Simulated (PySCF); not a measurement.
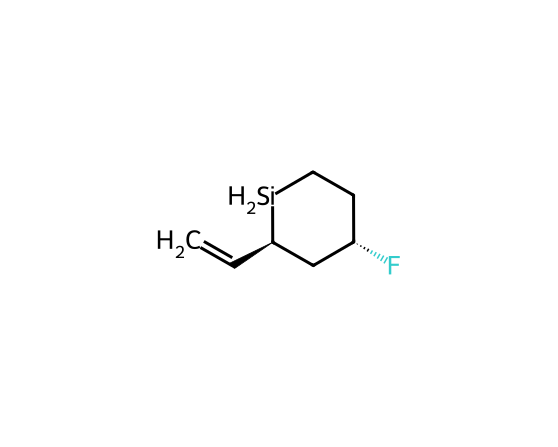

The computed structure is the end point of a GFN2-xTB optimisation. No frequency run is at hand to confirm it as a minimum. Method: PBE0/pcSseg-1, gas phase (PySCF 2.14.0).

**What is the LUMO energy (Kohn–Sham orbital)?**

0.32 eV.

**Give the HOMO energy (Kohn–Sham orbital) at this level.**

−7.00 eV.

**What is the dipole moment?**

1.58 D.

The geometry is semi-empirical. Around Si such bond lengths and angles can be off by a tenth of an ångström or more and by several degrees, and values that hang on the shape move with them.
